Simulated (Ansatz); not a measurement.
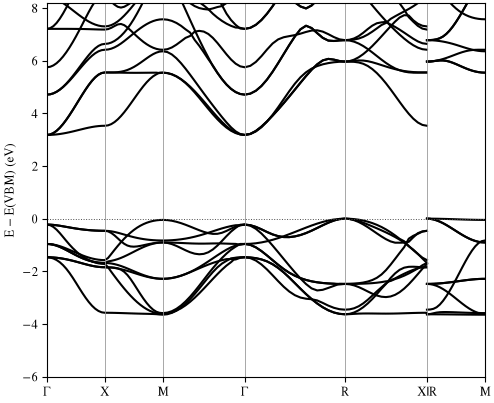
*Band structure from DFT-PBE in the program Ansatz with PAW potentials*

Question: Read off the gap and where the band edges lie.

Answer: About 3.2 eV (3.18 eV by a search for the band edges); maximum at R, minimum at Γ.

The material is BaZrO₃ (cubic perovskite, Pm-3m).

The PBE relaxation kept the symmetry of its start. No spin polarisation was allowed. Spin–orbit coupling is left out wherever it is not named.

Potentials: the later of the program's two PAW sets.
